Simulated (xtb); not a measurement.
Run report: GaHSF₂, polarizability calculation

System: GaHSF₂, SMILES [F][Ga]([F])[SH].
Method: PTB (xtb 6.7.1 later snapshot).

The geometry comes from this level: PBE0-D4/def2-TZVP.

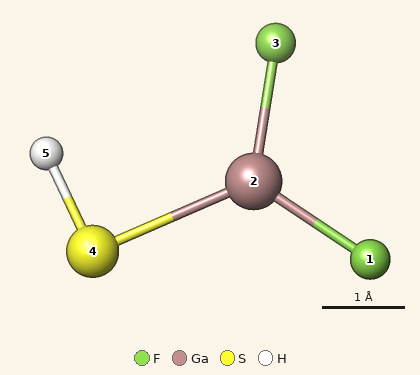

Figure 1. The structure (ball-and-stick view, seen on its broad side; atoms are numbered from 1 in the order of the input). Sticks mark near contacts. Bond lengths as drawn: F–Ga 1.74 Å, Ga–S 2.16 Å and H–S 1.35 Å.

## Input file (mol.xyz)
```
5
F2GaHS
F     -0.32640000    -1.48610000     1.65860000
Ga     0.14270000    -0.38900000     0.39770000
F      1.85570000    -0.27120000     0.12140000
S     -1.29850000     0.74920000    -0.74560000
H     -0.32360000     1.32350000    -1.47360000
```

Launched with:
```bash
xtb mol.xyz --alpha --ptb | tee run.log
```

## Log
```
* xtb version 6.7.1
   ID    Z sym.   atoms
    1    9 F      1, 3
    2   31 Ga     2
    3   16 S      4
    4    1 H      5

           -------------------------------------------------
          |                Calculation Setup                |
           -------------------------------------------------

          program call               : xtb mol.xyz --alpha --ptb
          coordinate file            : mol.xyz
          omp threads                :                     1

           -------------------------------------------------
          |                      P T B                      |
           -------------------------------------------------

                              @@@ @

          ...................................................
          :                      SETUP                      :
          :.................................................:
          :  # atomic orbitals                  57          :
          :  # shells                           23          :
          :  # electrons                        24          :
          :  # open shells                       0          :
          :  max. iterations                     2          :
          :  Hamiltonian                       PTB          :
          :  PC potential                    false          :
          :  electronic temp.          300.0000000     K    :
          :  -> integral cutoff          0.2500000E+02      :
          :  verbosity level                     2          :
          ...................................................

          --- Calculation progress: ---
              1st iteration...
              2nd iteration...
          --- Two-step SCF done. ---

           -------------------------------------------------
          |                Property Printout                |
           -------------------------------------------------

    * Orbital Energies and Occupations

         #    Occupation            Energy/Eh            Energy/eV
      -------------------------------------------------------------
         1        2.0000           -1.3093237             -35.6285
         2        2.0000           -1.2939254             -35.2095
         3        2.0000           -0.8293249             -22.5671
         4        2.0000           -0.7111155             -19.3504
         5        2.0000           -0.5842180             -15.8974
         6        2.0000           -0.5588990             -15.2084
         7        2.0000           -0.5547724             -15.0961
         8        2.0000           -0.5262853             -14.3210
         9        2.0000           -0.5211848             -14.1822
        10        2.0000           -0.5002599             -13.6128
        11        2.0000           -0.4504659             -12.2578
        12        2.0000           -0.3845168             -10.4632 (HOMO)
        13                          0.0710213               1.9326 (LUMO)
        14                          0.0767891               2.0895
        15                          0.1068056               2.9063
        16                          0.1825697               4.9680
        17                          0.2623056               7.1377
        18                          0.2692592               7.3269
        19                          0.3413964               9.2899
        20                          0.3457554               9.4085
        21                          0.4438436              12.0776
        22                          0.5658229              15.3968
        23                          0.6401315              17.4189
       ...                                ...                  ...
        57                         72.9751691            1985.7554
      -------------------------------------------------------------
                  HL-Gap            0.4555381 Eh           12.3958 eV
             Fermi-level            0.0000000 Eh            0.0000 eV

    * Atomic partial charges (q)     Shell populations (p)
    ------------------------------------------------------------------------------------
      #  sym   q                     1          2          3          4          5
    ------------------------------------------------------------------------------------
      1  F    -0.32526               1.32967    0.48632    3.91471    1.58557    0.00899
      2  Ga    0.57775               0.52106    0.15842    0.89621    0.20170    0.64486
      3  F    -0.33050               1.33096    0.48581    3.91784    1.58678    0.00910
      4  S     0.10362               1.11297    0.40361    3.29221    1.00380    0.08379
      5  H    -0.02562               0.65633    0.14398    0.22530
    ------------------------------------------------------------------------------------
      total:   0.00000

Wiberg/Mayer (AO) data.
largest (>0.10) Wiberg bond orders for each atom

 ---------------------------------------------------------------------------
     #   Z sym  total        # sym  WBO       # sym  WBO       # sym  WBO
 ---------------------------------------------------------------------------
     1   9      0.975 --     2      0.888
     2  31      2.979 --     4      1.176     1      0.888     3      0.876
     3   9      0.967 --     2      0.876
     4  16      2.296 --     2      1.176     5      1.027
     5   1      1.081 --     4      1.027
 ---------------------------------------------------------------------------

Topologies differ in total number of bonds
Writing topology from bond orders to xtbtopo.mol

 --------------------------------------
    Molecular dipole moment (a.u.)
    X        Y        Z
 --------------------------------------
   -0.2970   0.5464  -0.5866
 --------------------------------------
    Total dipole moment (a.u. / Debye):
    0.8549   2.1728

 --------------------------------------
    Molecular quadrupole tensor: (a.u.)
         X         Y         Z
    X   -3.9914
    Y    0.7910    2.2771
    Z    0.6429    6.2380    1.7143

 --------------------------------------
    Numerical polarizability tensor: (a.u.)
         X         Y         Z
    X   38.7164   -2.4631    1.6366
    Y   -2.4631   32.4296   -7.7179
    Z    1.6366   -7.7179   33.8155
 --------------------------------------
    Total isotropic dipole polarizability (a.u. / Å³):
   34.9872   5.1846

------------------------------------------------------------------------
------------------------------------------------------------------------
 total:
 *  cpu-time:     0 d,  0 h,  0 min,  0.013 sec
 * ratio c/w:     1.000 speedup
 SCF:
 *  cpu-time:     0 d,  0 h,  0 min,  0.012 sec
 * ratio c/w:     1.000 speedup
```

## Key numbers

- outcome: converged
- electrons treated: 24
- HOMO: −10.46 eV
- LUMO: 1.93 eV
- dipole moment: 2.17 D
- hardware: 1 thread of Arm Neoverse V2, 24 GiB of memory available, shared host
- peak memory: 0.073 GiB
